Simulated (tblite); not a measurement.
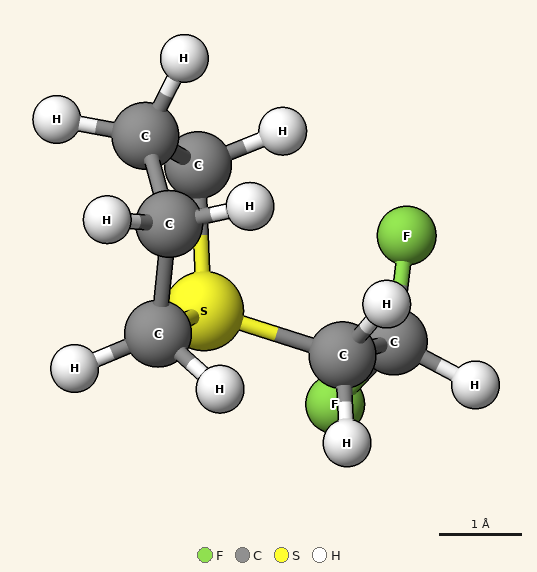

Starting structure of C$_{6}$H$_{11}$F$_{2}$S (charge +1). The picture is a ball-and-stick view, seen from a free direction.

All numbers below come from GFN2-xTB geometry optimisation, gas phase in tblite.

```xyz
20

F     3.2732    0.2204   -1.3230
C     2.7721    0.6696   -0.1086
F     2.3771    1.9662   -0.1162
C     1.6935   -0.2889    0.3476
S     0.3319   -0.3925   -0.7934
C    -0.8209   -1.5562   -0.0963
C    -1.8274   -0.6806    0.5613
C    -2.0155    0.5813   -0.2234
C    -0.6818    1.0728   -0.6710
H     3.6289    0.5050    0.6153
H     2.1304   -1.3071    0.4940
H     1.2458    0.0541    1.3204
H    -0.2776   -2.1158    0.7303
H    -1.2289   -2.2432   -0.8614
H    -1.6009   -0.3995    1.6094
H    -2.7968   -1.2527    0.5808
H    -2.4486    1.3533    0.4664
H    -2.7589    0.4317   -1.0232
H    -0.7403    1.6395   -1.6199
H    -0.2602    1.7533    0.1078
```

Q: What does the optimiser find from here?

A: The largest move after the best rigid fit is that of H16, 0.34 Å. By element the largest moves are H 0.34 Å, F 0.17 Å, S 0.17 Å, C 0.13 Å. Among the contacts that change: C4–S5 1.779 → 1.840 Å, S5–C6 1.780 → 1.831 Å, S5–C9 1.786 → 1.836 Å, C6–H13 1.136 → 1.087 Å. Bond angles that change, for instance: C4–C2–H10 104.7° → 113.1°, C4–S5–C9 110.0° → 102.2°, C7–C6–H13 107.0° → 114.6°. Over 80 geometry steps the energy falls by 80.2 kJ/mol.

History of the run:

```
step  E − E(0), kJ/mol
   0              0.00
   1            -45.66
   2            -58.75
   3            -66.19
   4            -68.79
   5            -70.49
   6            -71.57
   7            -72.45
   8            -73.26
   9            -73.80
  10            -74.13
  14            -75.68
  17            -77.32
  21            -78.58
  25            -79.47
  28            -79.76
  32            -79.86
  36            -79.90
  39            -79.94
  43            -80.00
  47            -80.05
  51            -80.08
  54            -80.11
  58            -80.15
  62            -80.18
  65            -80.19
  69            -80.20
  73            -80.21
  76            -80.23
  80            -80.25
```

The structure at the end:

```xyz
20

F     3.1668    0.3315   -1.2594
C     2.7280    0.6510   -0.0285
F     2.2235    1.9016   -0.1065
C     1.6318   -0.3263    0.3941
S     0.3710   -0.4601   -0.9396
C    -0.8483   -1.5478   -0.1141
C    -1.7753   -0.6352    0.6716
C    -2.0080    0.5790   -0.2177
C    -0.6358    1.0523   -0.6764
H     3.5831    0.6654    0.6643
H     2.0706   -1.3172    0.5094
H     1.1715    0.0032    1.3242
H    -0.3293   -2.2904    0.4864
H    -1.3792   -2.0551   -0.9197
H    -1.3214   -0.3377    1.6180
H    -2.7087   -1.1489    0.8965
H    -2.5191    1.3778    0.3175
H    -2.6218    0.3003   -1.0748
H    -0.6633    1.5966   -1.6178
H    -0.1411    1.6706    0.0692
```

After the run, drawn alike:

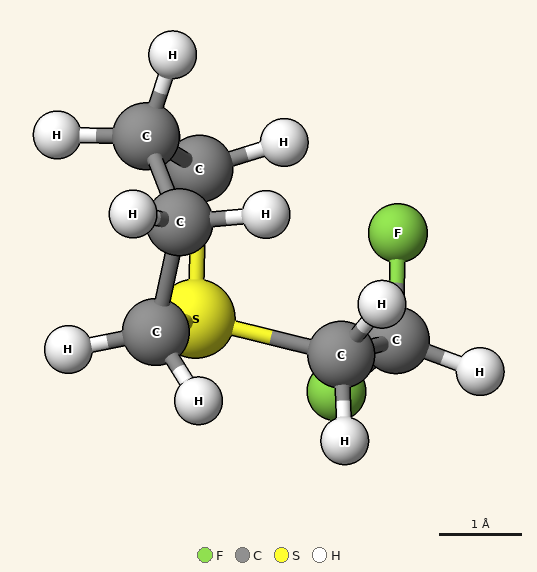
